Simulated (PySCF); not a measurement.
**[NH4]+ (ammonium) at BHLYP/def2-TZVPP**

What is the vertical singlet–triplet gap of [NH4]+ (ammonium) at BHLYP/def2-TZVPP? Input form: a Python script.

The calculation is run with PySCF 2.14.0.

3 further runs of the same task are left out: 1 that didn't finish, 2 set aside as unsound or not needed.

**1. Starting point**

[NH4]+ has 5 atoms, charge +1, and is taken as a singlet. SMILES: `[NH4+]`. Geometry: relaxed at PBE0-D4/def2-TZVP.

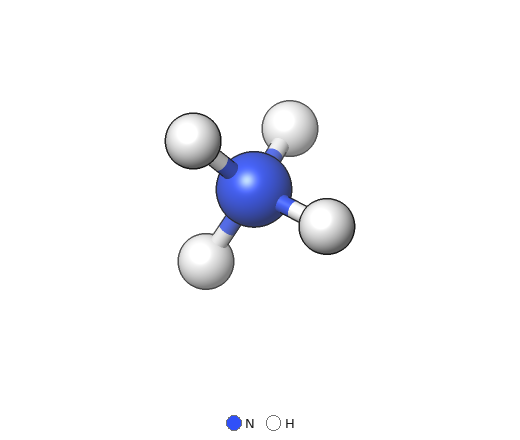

Viewed from a chosen angle; nitrogen blue, hydrogen white.

**2. The energy at BHLYP/def2-TZVPP**

job.py

```python
# [NH4+]
from pyscf import gto, dft

system = gto.M(
    atom='''
N        0.000010       0.000010       0.000000
H        0.453330      -0.447860       0.801010
H       -0.972430       0.216180       0.235210
H        0.023940      -0.633460      -0.803650
H        0.495160       0.865130      -0.232580
''',
    basis='def2-tzvpp',
    charge=1,
    max_memory=1860,
    verbose=4,
)

myscf = dft.RKS(system)
myscf.xc = 'bhandhlyp'
myscf.conv_tol = 1e-10
myscf.grids.level = 5
myscf.kernel()
if not myscf.converged:
    myscf = myscf.newton().run(myscf.mo_coeff, myscf.mo_occ)

etot = myscf.e_tot
print('E(%s) = %.9f' % ('BHLYP', etot))
```

On the command line:

```sh
$ OMP_NUM_THREADS=1 python job.py
```

The program printed:

```text
PySCF version 2.14.0

[INPUT] num. atoms = 5
[INPUT] num. electrons = 10
[INPUT] charge = 1
[INPUT] spin (= nelec alpha-beta = 2S) = 0
[INPUT] symmetry False subgroup None
[INPUT] Mole.unit = angstrom
[INPUT] Symbol           X                Y                Z      unit          X                Y                Z       unit  Magmom
[INPUT]  1 N      0.000010000000   0.000010000000   0.000000000000 AA    0.000018897261   0.000018897261   0.000000000000 Bohr   0.0
[INPUT]  2 H      0.453330000000  -0.447860000000   0.801010000000 AA    0.856669544049  -0.846332742148   1.513689523038 Bohr   0.0
[INPUT]  3 H     -0.972430000000   0.216180000000   0.235210000000 AA   -1.837626375311   0.408520993608   0.444482481759 Bohr   0.0
[INPUT]  4 H      0.023940000000  -0.633460000000  -0.803650000000 AA    0.045240043422  -1.197065910867  -1.518678400007 Bohr   0.0
[INPUT]  5 H      0.495160000000   0.865130000000  -0.232580000000 AA    0.935716787840   1.634858762145  -0.439512502051 Bohr   0.0

nuclear repulsion = 16.375270085821
number of shells = 35
number of NR pGTOs = 110
number of NR cGTOs = 87
basis = def2-tzvpp
ecp = {}

******** <class 'pyscf.dft.rks.RKS'> ********
method = RKS
initial guess = minao
damping factor = 0
level_shift factor = 0
DIIS = <class 'pyscf.scf.diis.CDIIS'>
diis_start_cycle = 1
diis_space = 8
diis_damp = 0
SCF conv_tol = 1e-10
SCF conv_tol_grad = None
SCF max_cycles = 50
direct_scf = True
direct_scf_tol = 1e-13
XC library pyscf.dft.libxc version 7.0.0
    S. Lehtola, C. Steigemann, M. J.T. Oliveira, and M. A.L. Marques.,  SoftwareX 7, 1–5 (2018)
XC functionals = bhandhlyp
    Defined through Gaussian implementation.
radial grids:
    Treutler-Ahlrichs [JCP 102, 346 (1995); DOI:10.1063/1.469408] (M4) radial grids

becke partition: Becke, JCP 88, 2547 (1988); DOI:10.1063/1.454033
pruning grids: <function nwchem_prune>
grids dens level: 5
symmetrized grids: False
atomic radii adjust function: <function treutler_atomic_radii_adjust>
small_rho_cutoff = 0
Set gradient conv threshold to 1e-05
Initial guess from minao.
tot grids = 136280
init E= -57.1297335705812
  HOMO = -0.569209586180562  LUMO = 0.00312403799863148  gap/eV = 15.57399
cycle= 1 E= -56.8769442396262  delta_E= 0.253  |g|= 0.181  |ddm|= 1.25
  HOMO = -0.93474967018391  LUMO = -0.20760203241236  gap/eV = 19.78670
cycle= 2 E= -56.8861372306145  delta_E= -0.00919  |g|= 0.108  |ddm|= 0.184
  HOMO = -0.89725419412119  LUMO = -0.196202847865763  gap/eV = 19.07658
cycle= 3 E= -56.8881549465191  delta_E= -0.00202  |g|= 0.0341  |ddm|= 0.0603
  HOMO = -0.898989759589757  LUMO = -0.195384241307259  gap/eV = 19.14608
cycle= 4 E= -56.8883641863325  delta_E= -0.000209  |g|= 0.00184  |ddm|= 0.0139
  HOMO = -0.899378617776529  LUMO = -0.195431703488033  gap/eV = 19.15537
cycle= 5 E= -56.8883649149337  delta_E= -7.29e-07  |g|= 8.64e-05  |ddm|= 0.00111
  HOMO = -0.899377178165914  LUMO = -0.195430895865229  gap/eV = 19.15535
cycle= 6 E= -56.8883649184858  delta_E= -3.55e-09  |g|= 1.15e-05  |ddm|= 0.000118
  HOMO = -0.899379575023037  LUMO = -0.195432143407523  gap/eV = 19.15539
cycle= 7 E= -56.888364918523  delta_E= -3.72e-11  |g|= 4.42e-07  |ddm|= 1.81e-05
  HOMO = -0.899379697666841  LUMO = -0.195432206502723  gap/eV = 19.15539
Extra cycle  E= -56.8883649185234  delta_E= -4.12e-13  |g|= 2.48e-07  |ddm|= 7.46e-07
converged SCF energy = -56.8883649185234
E(BHLYP) = -56.888364919
```

It took 9.6 s on 1 thread of Arm Neoverse N1, shared host; peak memory 0.4 GiB.

**3. The triplet at the same level**

input.py

```python
from pyscf import gto, dft

mol = gto.M(
    atom='''
N    0.000010   0.000010   0.000000
H    0.453330  -0.447860   0.801010
H   -0.972430   0.216180   0.235210
H    0.023940  -0.633460  -0.803650
H    0.495160   0.865130  -0.232580
''',
    verbose=4,
    max_memory=1860,
    charge=1,
    spin=2,
    basis='def2-tzvpp',
)

myscf = dft.UKS(mol)
myscf.xc = 'bhandhlyp'
myscf.grids.level = 5
myscf.conv_tol = 1e-10
myscf.kernel()
if not myscf.converged:
    myscf = myscf.newton().run(myscf.mo_coeff, myscf.mo_occ)

e_tot = myscf.e_tot
print(f'total energy: {e_tot:.8f} hartree')
```

On the command line:

```sh
$ OMP_NUM_THREADS=1 python input.py
```

The program printed:

```text
PySCF version 2.14.0

[INPUT] num. atoms = 5
[INPUT] num. electrons = 10
[INPUT] charge = 1
[INPUT] spin (= nelec alpha-beta = 2S) = 2
[INPUT] symmetry False subgroup None
[INPUT] Mole.unit = angstrom
[INPUT] Symbol           X                Y                Z      unit          X                Y                Z       unit  Magmom
[INPUT]  1 N      0.000010000000   0.000010000000   0.000000000000 AA    0.000018897261   0.000018897261   0.000000000000 Bohr   0.0
[INPUT]  2 H      0.453330000000  -0.447860000000   0.801010000000 AA    0.856669544049  -0.846332742148   1.513689523038 Bohr   0.0
[INPUT]  3 H     -0.972430000000   0.216180000000   0.235210000000 AA   -1.837626375311   0.408520993608   0.444482481759 Bohr   0.0
[INPUT]  4 H      0.023940000000  -0.633460000000  -0.803650000000 AA    0.045240043422  -1.197065910867  -1.518678400007 Bohr   0.0
[INPUT]  5 H      0.495160000000   0.865130000000  -0.232580000000 AA    0.935716787840   1.634858762145  -0.439512502051 Bohr   0.0

nuclear repulsion = 16.375270085821
number of shells = 35
number of NR pGTOs = 110
number of NR cGTOs = 87
basis = def2-tzvpp
ecp = {}

[... 33 lines left out ...]
[... the frontier-level lines of each cycle are left out ...]
[... 13 lines left out ...]
[... 17 lines left out ...]
[... 17 lines left out ...]
[... 17 lines left out ...]
[... 17 lines left out ...]
[... 17 lines left out ...]
[... 17 lines left out ...]
[... 17 lines left out ...]
[... 17 lines left out ...]
[... 5 lines left out ...]

cycle= 28 E= -56.3530837970181  delta_E= 4.93e-10  |g|= 7.21e-06  |ddm|= 0.000102


cycle= 29 E= -56.3530837975243  delta_E= -5.06e-10  |g|= 5.96e-06  |ddm|= 9.71e-05


cycle= 30 E= -56.3530837982064  delta_E= -6.82e-10  |g|= 3.59e-06  |ddm|= 0.000241


cycle= 31 E= -56.3530837985838  delta_E= -3.77e-10  |g|= 7.71e-07  |ddm|= 0.000205


cycle= 32 E= -56.3530837986014  delta_E= -1.76e-11  |g|= 2.42e-07  |ddm|= 2.24e-05


Extra cycle  E= -56.3530837986016  delta_E= -1.99e-13  |g|= 1.35e-07  |ddm|= 2.47e-06
converged SCF energy = -56.3530837986016  <S^2> = 2.004122  2S+1 = 3.0027468
total energy: -56.35308380 hartree
```

Wall time 53 s (1 thread of Arm Neoverse N1, shared host); peak memory 0.42 GiB.

**4. What came out**

Level: BHLYP/def2-TZVPP.

| quantity | value |
| --- | --- |
| singlet: total energy | -56.88836 Eh |
| singlet: HOMO energy | -24.47 eV |
| singlet: LUMO energy | -5.32 eV |
| singlet: HOMO–LUMO gap | 19.16 eV |
| triplet: total energy | -56.35308 Eh |
| triplet: HOMO energy (highest over α and β) | -10.37 eV |
| triplet: ⟨S²⟩ | 2.004 |
| vertical energy of the triplet above the singlet | 14.566 eV |

What this shows: At this shape the triplet lies 14.57 eV (1405 kJ/mol) above the singlet. Mulliken charges (singlet) run from -0.06 on N1 to +0.26 on H2.
